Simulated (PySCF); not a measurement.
# GaF (SMILES [F][Ga]) at revPBE/def2-TZVPPD

What is the vertical ionisation energy of GaF at revPBE/def2-TZVPPD? Input form: a Python script.

The calculation is run with PySCF 2.14.0.

3 further runs of the same task are left out: 3 set aside as unsound or not needed.

### 1 The molecule

GaF has 2 atoms, charge 0, and is taken as a singlet. SMILES: `[F][Ga]`. The coordinates come from a PBE0-D4/def2-TZVP relaxation.

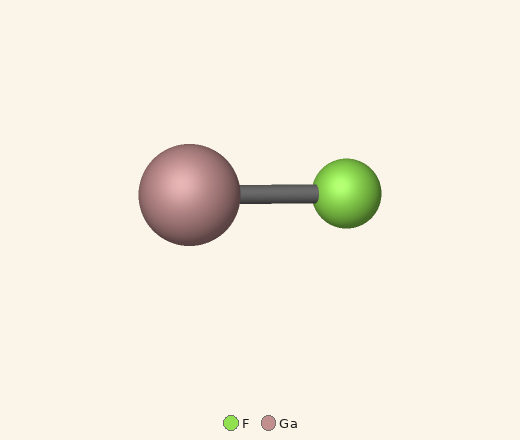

Viewed from a chosen angle; fluorine green, gallium pink.

### 2 The energy at revPBE/def2-TZVPPD

Input file run.py:

```python
# FGa
from pyscf import gto, dft

mol = gto.Mole()
mol.atom = [
    ('F', (0.000000, -0.000000, 0.006300)),
    ('Ga', (-0.000000, 0.000000, 1.792850)),
]
mol.charge = 0
mol.verbose = 3
mol.max_memory = 1860
mol.basis = 'def2-tzvppd'
mol.build()

myscf = dft.RKS(mol)
myscf.xc = 'revpbe'
myscf.conv_tol = 1e-10
myscf.grids.level = 5
myscf.kernel()
if not myscf.converged:
    myscf = myscf.newton().run(myscf.mo_coeff, myscf.mo_occ)

energy = myscf.e_tot
print('E = %.10f Eh' % energy)
```

Started as:

```console
OMP_NUM_THREADS=1 python run.py
```

Log:

```text
converged SCF energy = -2024.62886229942
E = -2024.6288622994 Eh
```

Run time: 7.2 s. Hardware: 1 thread of Arm Neoverse V1, shared host; peak memory 0.44 GiB.

### 3 The doublet cation

Input file job.py:

```python
from pyscf import gto, dft

mol = gto.Mole()
mol.atom = 'F 0.000000 -0.000000 0.006300; Ga -0.000000 0.000000 1.792850'
mol.verbose = 3
mol.charge = 1
mol.spin = 1
mol.max_memory = 1860
mol.basis = 'def2-tzvppd'
mol.build()

ks = dft.UKS(mol, xc='revpbe')
ks.grids.level = 5
ks.conv_tol = 1e-10
ks.kernel()
if not ks.converged:
    ks = ks.newton().run(ks.mo_coeff, ks.mo_occ)

energy = ks.e_tot
print('Final energy', energy)
```

Started as:

```console
OMP_NUM_THREADS=1 python job.py
```

Log:

```text
converged SCF energy = -2024.24948805047  <S^2> = 0.75257581  2S+1 = 2.0025742
Final energy -2024.249488050468
```

Run time: 14 s. Hardware: 1 thread of Arm Neoverse V1, shared host; peak memory 0.46 GiB.

### 4 Summary of results

Level: revPBE/def2-TZVPPD.

```
                                          quantity           value
                         singlet GaF: total energy  -2024.62886 Eh
                        singlet GaF: dipole moment          2.17 D
                          singlet GaF: HOMO energy        -6.72 eV
                          singlet GaF: LUMO energy        -2.08 eV
                        singlet GaF: HOMO–LUMO gap         4.64 eV
                      doublet cation: total energy  -2024.24949 Eh
doublet cation: HOMO energy (highest over α and β)       -15.44 eV
 doublet cation: LUMO energy (lowest over α and β)       -14.02 eV
                              doublet cation: ⟨S²⟩           0.753
vertical ionisation energy (to the doublet cation)       10.323 eV
```

Removing an electron at fixed nuclei costs 10.32 eV (996 kJ/mol). The negative HOMO energy of the first species, 6.72 eV, lies 3.60 eV below that difference.
